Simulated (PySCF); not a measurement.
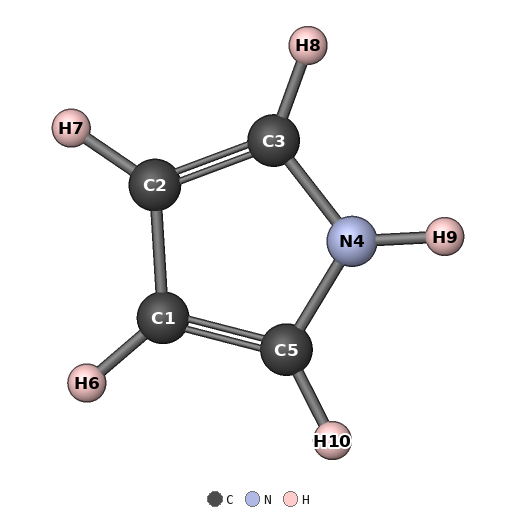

Numbered structure. The geometry was computed by an optimisation with PBE0-D3(BJ)/def2-SVP. No frequency run is at hand to confirm it as a minimum.

Give the bond lengths.

```json
{"bond": "C1–C2", "length (Å)": "1.422", "order": "aromatic"}
{"bond": "C1–C5", "length (Å)": "1.379", "order": "aromatic"}
{"bond": "C1–H6", "length (Å)": "1.088", "order": "single"}
{"bond": "C2–C3", "length (Å)": "1.379", "order": "aromatic"}
{"bond": "C2–H7", "length (Å)": "1.088", "order": "single"}
{"bond": "C3–N4", "length (Å)": "1.366", "order": "aromatic"}
{"bond": "C3–H8", "length (Å)": "1.088", "order": "single"}
{"bond": "N4–C5", "length (Å)": "1.366", "order": "aromatic"}
{"bond": "N4–H9", "length (Å)": "1.010", "order": "single"}
{"bond": "C5–H10", "length (Å)": "1.088", "order": "single"}
```
